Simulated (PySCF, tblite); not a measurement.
# CH7B2NP2: dynamics, then NMR shifts on frames

Aim: move CH7B2NP2 (`N#C[BH-]1[PH2+][BH2-][PH2+]1`) away from its starting geometry and see how NMR shifts follow the geometry.

The runs use tblite 0.8.0 and PySCF 2.14.0, with density-fitted response routines of our own; the level of theory stands in each step. All values are computed, except where a source is named. Atoms are numbered from 0 throughout.

## Step 1: The starting structure

13 atoms, charge 0, multiplicity 1; geometry from: GFN2-xTB.

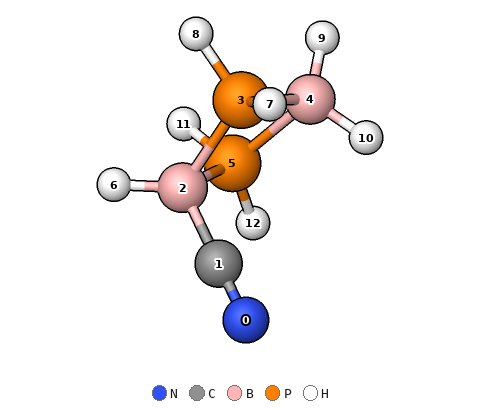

As it starts; nitrogen blue, carbon grey, boron pink, phosphorus orange, hydrogen white, atoms numbered.

## Step 2: Dynamics with GFN2-xTB

What the job is given:

```
{"job": {"kind": "md", "xc": "GFN2-xTB", "basis": "xTB", "temperature": 400, "steps": 2000, "every": 50, "frames": 5}, "charge": 0, "multiplicity": 1}
N     -2.257458    -1.089179     1.908835
C     -1.757066    -0.801378     0.916358
B     -1.076651    -0.413711    -0.411569
P     -0.276924     1.363907    -0.189845
B      1.420110     0.561211     0.358351
P      0.752670    -1.120655    -0.383083
H     -1.723948    -0.606202    -1.382921
H     -0.922461     2.322334     0.581247
H     -0.244178     2.094583    -1.371209
H      2.388210     1.000932    -0.155254
H      1.453619     0.483862     1.541779
H      1.228337    -1.448341    -1.646637
H      1.011353    -2.346876     0.216219
```

Level: GFN2-xTB Langevin dynamics, gas phase.

Run with:

```bash
> OMP_NUM_THREADS=1 python probes_run.py task.json out
```

One launch serves the whole session: the jobs run in the order shown.

The log of the run:

```text
t/fs     T/K      E/eV
    0.0   333.4   -438.07559
   25.0   182.1   -437.65585
   50.0   210.4   -437.64282
   75.0   284.6   -437.83749
  100.0   268.0   -437.60484
  125.0   386.4   -437.70055
  150.0   212.7   -437.61111
  175.0   287.9   -437.68006
  200.0   262.3   -437.61776
  225.0   367.4   -437.66286
  250.0   382.1   -437.70837
  275.0   277.9   -437.51385
  300.0   412.8   -437.65314
  325.0   389.4   -437.66961
  350.0   341.4   -437.55515
  375.0   573.0   -437.57795
  400.0   500.1   -437.39541
  425.0   556.1   -437.49941
  450.0   514.6   -437.42985
  475.0   511.9   -437.50458
  500.0   360.9   -437.28909
  525.0   391.4   -437.52744
  550.0   454.8   -437.46459
  575.0   354.9   -437.43161
  600.0   376.1   -437.55105
  625.0   364.8   -437.54556
  650.0   399.0   -437.54974
  675.0   330.4   -437.60498
  700.0   498.7   -437.62854
  725.0   429.1   -437.47804
  750.0   453.1   -437.56512
  775.0   369.6   -437.41589
  800.0   443.4   -437.33862
  825.0   415.4   -437.37721
  850.0   349.1   -437.46561
  875.0   313.8   -437.39861
  900.0   517.1   -437.71919
  925.0   290.4   -437.27245
  950.0   408.2   -437.67775
  975.0   350.8   -437.69575
 1000.0   332.9   -437.52791
```

Run time: 18 s. Hardware: 1 thread of Arm Neoverse N1, shared host; peak memory 0.18 GiB.

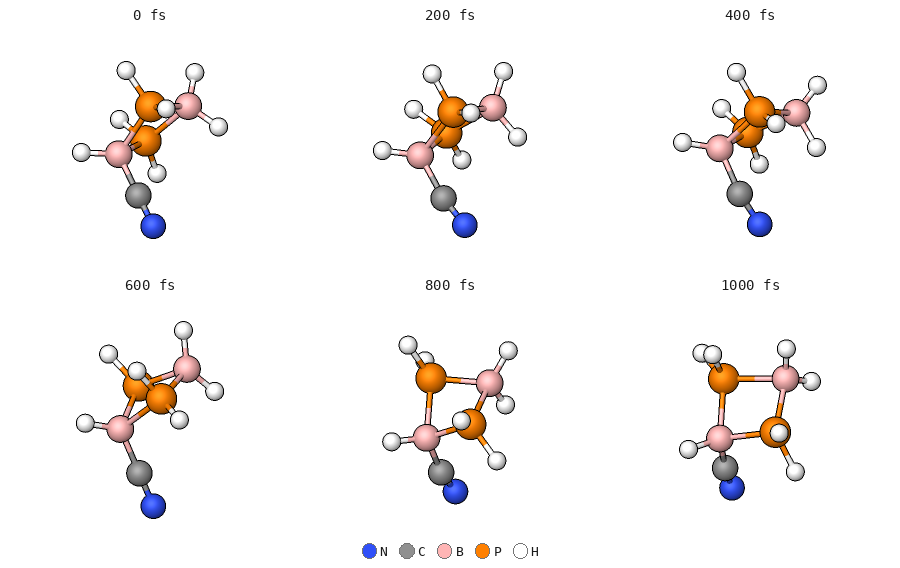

Frames of the run.

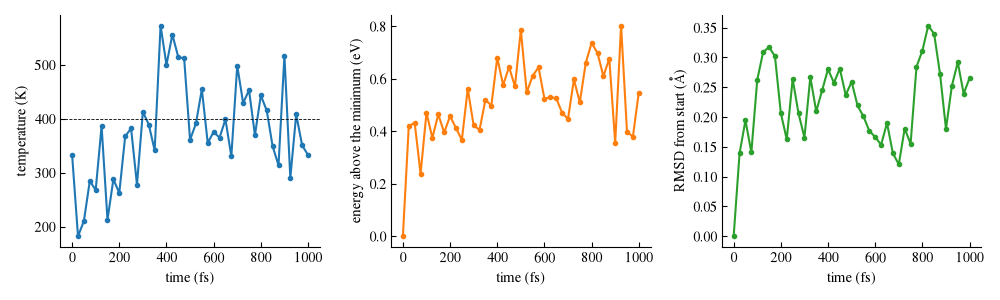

Temperature, potential energy and distance from the start.

Positions (Å) and forces (eV/Å) at 1000 fs:

```xyz
13

N    -1.280   -3.315    0.962   -0.750    1.166   -0.327
C    -1.728   -2.275    0.706    1.374   -1.816    0.652
B    -2.139   -0.857    0.388   -1.283    0.414   -0.828
P    -1.673    0.272    1.927   -0.433   -0.957    0.178
B    -0.056    0.895    1.070    0.145   -0.118   -0.594
P    -0.721    0.048   -0.662    0.134    0.863    0.732
H    -3.269   -0.881   -0.072    0.558    0.394    0.160
H    -1.720   -0.695    3.004    0.243    1.068   -0.420
H    -2.562    1.245    2.405    0.043   -0.346   -0.034
H    -0.057    2.049    0.786    0.095   -0.022    0.499
H     0.900    0.447    1.565    0.347   -0.083    0.030
H    -1.275    1.266   -1.055   -0.286   -0.352   -0.401
H    -0.058   -0.195   -1.885   -0.187   -0.211    0.353
```

## Step 3: NMR shieldings: 250 fs, PBE0/pcSseg-1

What the job is given:

```
{"job": {"kind": "nmr", "xc": "PBE0", "basis": "pcSseg-1", "pop": false}, "charge": 0, "multiplicity": 1}
N     -2.624600    -1.265100     2.070300
C     -2.054100    -1.050600     1.096500
B     -1.427500    -0.648800    -0.249300
P     -0.776700     1.204100     0.051100
B      1.164800     0.603800     0.350600
P      0.496400    -1.042400    -0.430700
H     -2.046500    -0.916800    -1.289000
H     -1.456500     1.865200     1.017800
H     -0.776300     2.191600    -0.914500
H      1.995700     1.146200    -0.215100
H      1.382900     0.555300     1.486500
H      0.577800    -0.825300    -1.858600
H      1.213500    -2.234400    -0.443800
```

Method: GIAO PBE0/pcSseg-1 NMR shielding, non-relativistic, gas phase.

The log of the run:

```text
coarse grid: 11912 points
cycle   1  E = -828.8686959656  dE =  6.988e-01  |g| = 4.568e-01  |ddm| = 3.319e+00
cycle   2  E = -828.7963374270  dE =  7.236e-02  |g| = 7.382e-01  |ddm| = 1.310e+00
cycle   3  E = -828.9257621394  dE = -1.294e-01  |g| = 1.977e-01  |ddm| = 7.394e-01
cycle   4  E = -828.9351209044  dE = -9.359e-03  |g| = 3.669e-02  |ddm| = 1.892e-01
cycle   5  E = -828.9354473648  dE = -3.265e-04  |g| = 7.876e-03  |ddm| = 4.177e-02
cycle   6  E = -828.9354652190  dE = -1.785e-05  |g| = 2.209e-03  |ddm| = 1.358e-02
cycle   7  E = -828.9354667563  dE = -1.537e-06  |g| = 3.098e-04  |ddm| = 3.581e-03
final grid: 106072 points
cycle   8  E = -828.9695518539  dE = -2.939e-05  |g| = 6.195e-03  |ddm| = 3.066e-02
cycle   9  E = -828.9695518446  dE =  9.368e-09  |g| = 6.303e-03  |ddm| = 1.425e-02
cycle  10  E = -828.9695632162  dE = -1.137e-05  |g| = 8.506e-04  |ddm| = 7.570e-03
cycle  11  E = -828.9695633423  dE = -1.261e-07  |g| = 4.310e-04  |ddm| = 8.375e-04
cycle  12  E = -828.9695633820  dE = -3.970e-08  |g| = 7.438e-05  |ddm| = 3.685e-04
cycle  13  E = -828.9695633836  dE = -1.601e-09  |g| = 1.884e-05  |ddm| = 1.118e-04
cycle  14  E = -828.9695633837  dE = -1.096e-10  |g| = 3.130e-06  |ddm| = 3.388e-05
converged SCF energy = -828.9695633837

GIAO shielding tensors (ppm)
atom      isotropic    diamagn.    paramagn.     s11        s22        s33       span
  0 N      -87.769     337.542    -425.311   -267.106   -258.129    261.929    529.035
  1 C       58.525     259.721    -201.197    -61.386    -55.080    292.041    353.426
  2 B      132.157     190.890     -58.733    110.670    140.030    145.772     35.102
  3 P      467.498     968.132    -500.634    385.302    475.913    541.279    155.977
  4 B      133.776     192.194     -58.418    106.339    137.607    157.382     51.043
  5 P      465.222     967.342    -502.120    389.786    458.145    547.735    157.949
  6 H       27.529      26.808       0.721     24.556     26.227     31.804      7.249
  7 H       28.197      31.093      -2.895     23.670     25.174     35.748     12.079
  8 H       27.521      30.136      -2.615     23.436     24.812     34.314     10.878
  9 H       29.800      30.025      -0.225     26.188     28.369     34.842      8.654
 10 H       28.840      29.752      -0.912     26.354     27.909     32.257      5.903
 11 H       26.823      29.909      -3.086     23.828     24.677     31.964      8.136
 12 H       27.230      29.204      -1.974     22.504     23.053     36.135     13.631
```

Wall time 25 s (1 thread of Arm Neoverse N1, shared host); peak memory 0.71 GiB.

Shifts follow as δ = σ(reference) − σ, with reference shieldings (ppm) from runs at the same level and on the same kind of geometry: ¹H TMS 31.72, ¹³C TMS 186.9, ¹⁵N NH3 267.7, ³¹P H3PO4 318.4, ¹¹B BF3·OEt2 100.1. The references are single molecules in the gas phase, so shifts against H2O, NH3, PH3, H3PO4 or CFCl3 are not on the usual liquid scales and can be off by tens of ppm. Each atom is listed at this fixed geometry, with no averaging over motion; a spectrum would average atoms that exchange fast.

| atoms | environment | σ (ppm) | δ (ppm) |
| --- | --- | --- | --- |
| C1 | nitrile carbon | 58.5 | 128.4 |
| H11 | hydrogen on a phosphorus bonded to 2 B, in a 4-membered ring | 26.82 | 4.89 |
| H12 | hydrogen on a phosphorus bonded to 2 B, in a 4-membered ring | 27.23 | 4.49 |
| H8 | hydrogen on a phosphorus bonded to 2 B, in a 4-membered ring | 27.52 | 4.20 |
| H6 | hydrogen on a boron bonded to C, 2 P, in a 4-membered ring | 27.53 | 4.19 |
| H7 | hydrogen on a phosphorus bonded to 2 B, in a 4-membered ring | 28.20 | 3.52 |
| H10 | hydrogen on a boron bonded to 2 P, in a 4-membered ring | 28.84 | 2.88 |
| H9 | hydrogen on a boron bonded to 2 P, in a 4-membered ring | 29.80 | 1.92 |
| N0 | nitrile nitrogen | -87.8 | 355.5 |
| B2 | boron bonded to C, 2 P, H, in a 4-membered ring | 132.2 | -32.1 |
| B4 | boron bonded to 2 P, 2 H, in a 4-membered ring | 133.8 | -33.7 |
| P5 | phosphorus bonded to 2 B, 2 H, in a 4-membered ring | 465.2 | -146.8 |
| P3 | phosphorus bonded to 2 B, 2 H, in a 4-membered ring | 467.5 | -149.1 |

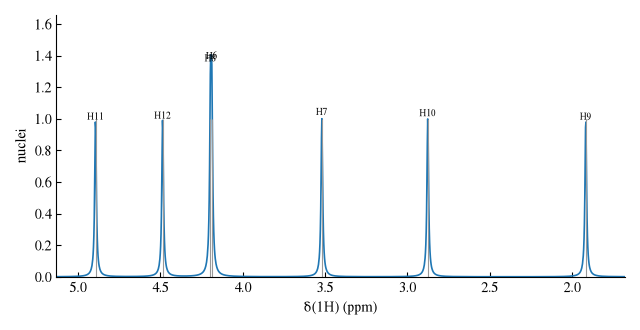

¹H lines at the computed shifts, without couplings. Lines are broadened to a width of 0.01 ppm (Lorentzian).

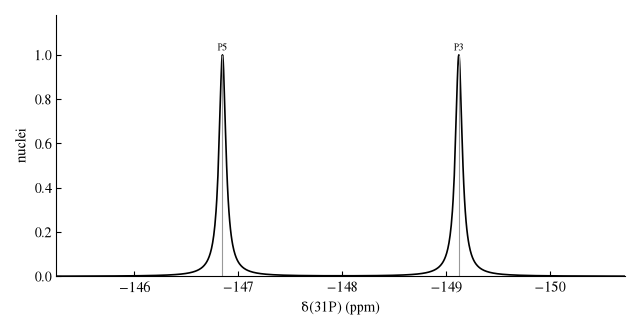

³¹P lines at the computed shifts, without couplings. Lines are broadened to a width of 0.08 ppm (Lorentzian).

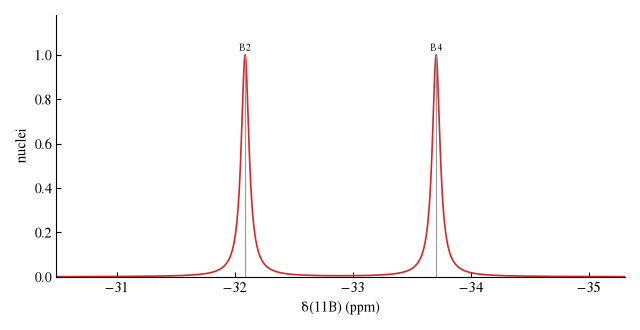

¹¹B lines at the computed shifts, without couplings. Lines are broadened to a width of 0.08 ppm (Lorentzian).

Ring of atoms B2, P3, B4, P5: NICS(0) -2.6, NICS(1) -2.0, NICS(1)zz 4.5 ppm (means of both faces; NICS(1) differs between them: -3.9 and -0.2).

## Step 4: Shielding tensors: 425 fs, PBE0/pcSseg-1

What the job is given:

```
{"job": {"kind": "nmr", "xc": "PBE0", "basis": "pcSseg-1", "pop": false}, "charge": 0, "multiplicity": 1}
N     -2.408900    -1.737200     2.357100
C     -2.071200    -1.393300     1.284700
B     -1.661900    -0.635500     0.044600
P     -1.094800     1.156100     0.703000
B      0.588000     0.260900     1.264500
P      0.219500    -1.079100    -0.073300
H     -2.413100    -0.778000    -0.910900
H     -1.872600     1.797900     1.705200
H     -1.064000     2.261600    -0.138700
H      1.438300     1.064500     1.186800
H      0.617800    -0.422700     2.293900
H      0.999800    -1.103000    -1.317500
H      0.670200    -2.271400     0.414700
```

Method: GIAO PBE0/pcSseg-1 NMR shielding, non-relativistic, gas phase.

The log of the run:

```text
coarse grid: 11912 points
cycle   1  E = -828.8602399166  dE =  6.998e-01  |g| = 4.507e-01  |ddm| = 3.349e+00
cycle   2  E = -828.7819172389  dE =  7.832e-02  |g| = 7.370e-01  |ddm| = 1.365e+00
cycle   3  E = -828.9170424510  dE = -1.351e-01  |g| = 2.080e-01  |ddm| = 7.936e-01
cycle   4  E = -828.9269949801  dE = -9.953e-03  |g| = 4.896e-02  |ddm| = 2.019e-01
cycle   5  E = -828.9275718241  dE = -5.768e-04  |g| = 9.752e-03  |ddm| = 5.817e-02
cycle   6  E = -828.9275983165  dE = -2.649e-05  |g| = 2.316e-03  |ddm| = 1.776e-02
cycle   7  E = -828.9275998734  dE = -1.557e-06  |g| = 4.564e-04  |ddm| = 3.695e-03
final grid: 106072 points
cycle   8  E = -828.9619160039  dE = -2.670e-05  |g| = 6.637e-03  |ddm| = 3.002e-02
cycle   9  E = -828.9619124680  dE =  3.536e-06  |g| = 7.670e-03  |ddm| = 1.606e-02
cycle  10  E = -828.9619279979  dE = -1.553e-05  |g| = 2.061e-03  |ddm| = 9.219e-03
cycle  11  E = -828.9619289094  dE = -9.116e-07  |g| = 4.006e-04  |ddm| = 1.488e-03
cycle  12  E = -828.9619289478  dE = -3.840e-08  |g| = 9.811e-05  |ddm| = 6.044e-04
cycle  13  E = -828.9619289507  dE = -2.841e-09  |g| = 1.841e-05  |ddm| = 1.460e-04
cycle  14  E = -828.9619289508  dE = -9.868e-11  |g| = 6.533e-06  |ddm| = 4.041e-05
converged SCF energy = -828.9619289508

GIAO shielding tensors (ppm)
atom      isotropic    diamagn.    paramagn.     s11        s22        s33       span
  0 N     -109.796     336.023    -445.819   -301.089   -276.754    248.455    549.544
  1 C       47.042     262.712    -215.671    -76.407    -73.074    290.607    367.014
  2 B      134.419     192.418     -57.999    112.284    140.021    150.952     38.668
  3 P      452.254     967.432    -515.178    327.983    490.969    537.811    209.828
  4 B      137.957     192.761     -54.804    114.026    141.651    158.196     44.170
  5 P      454.871     967.853    -512.982    338.819    490.772    535.023    196.204
  6 H       28.338      26.864       1.473     25.631     25.888     33.494      7.862
  7 H       26.869      28.922      -2.053     22.245     24.185     34.177     11.932
  8 H       27.574      29.991      -2.417     23.499     25.041     34.183     10.684
  9 H       29.439      28.782       0.657     25.242     27.821     35.255     10.013
 10 H       27.001      29.359      -2.358     24.820     25.488     30.693      5.873
 11 H       26.155      28.331      -2.177     22.346     23.591     32.528     10.182
 12 H       27.745      31.247      -3.502     22.945     25.331     34.961     12.016
```

It took 24 s on 1 thread of Arm Neoverse N1, shared host; peak memory 0.74 GiB.

In short: δ C1 139.9, N0 377.5, B2 -34.4, B4 -37.9, H11 5.56, H7 4.85 ppm.

[end of part 1 of 2]
